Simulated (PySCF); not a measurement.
Consider C₅H₄F₂.

```json
{"atom": "F", "x (Å)": "2.5194", "y (Å)": "0.4950", "z (Å)": "-0.4387"}
{"atom": "C", "x (Å)": "1.2305", "y (Å)": "0.2296", "z (Å)": "-0.2219"}
{"atom": "C", "x (Å)": "0.6928", "y (Å)": "-0.9714", "z (Å)": "0.0073"}
{"atom": "C", "x (Å)": "-0.7729", "y (Å)": "-0.7603", "z (Å)": "0.2642"}
{"atom": "F", "x (Å)": "-1.5961", "y (Å)": "-1.5612", "z (Å)": "-0.4851"}
{"atom": "C", "x (Å)": "-0.9661", "y (Å)": "0.7140", "z (Å)": "0.0214"}
{"atom": "C", "x (Å)": "0.2202", "y (Å)": "1.2791", "z (Å)": "-0.2134"}
{"atom": "H", "x (Å)": "1.1729", "y (Å)": "-1.9284", "z (Å)": "0.0414"}
{"atom": "H", "x (Å)": "-1.0050", "y (Å)": "-0.9920", "z (Å)": "1.3166"}
{"atom": "H", "x (Å)": "-1.9298", "y (Å)": "1.1826", "z (Å)": "0.0692"}
{"atom": "H", "x (Å)": "0.4395", "y (Å)": "2.3156", "z (Å)": "-0.3870"}
```

Geometry: GFN2-xTB.

Theory: PBE0/pcSseg-1, SCF density, gas phase, non-relativistic in PySCF 2.14.0.

> What will maps of the electron density and electron localisation function show?

C–F (1.33 Å): the density is about 2.3 e/Å³ at the midpoint; the ELF peaks at about 0.85 between the atoms; a polar covalent bond.
C–C (1.33 Å): ρ at the midpoint is about 2.3 e/Å³; the ELF peaks at about 0.90 between the atoms; a short, multiple covalent bond.
C–H (1.07 Å): ρ at the midpoint is about 2.1 e/Å³; the ELF climbs to about 1 towards the hydrogen, as it does in any bond to H (a covalent bond by its length).
C–C (1.46 Å): ρ at the midpoint is about 1.9 e/Å³; the ELF peaks at about 0.95 between the atoms: a covalent bond.

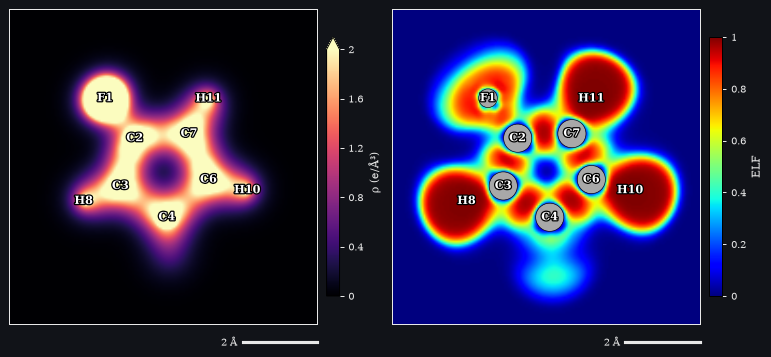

Computed electron density and electron localisation function on the plane of atoms C2, C7 and C6, in this order. Grey discs cover the atomic cores in the ELF map. 
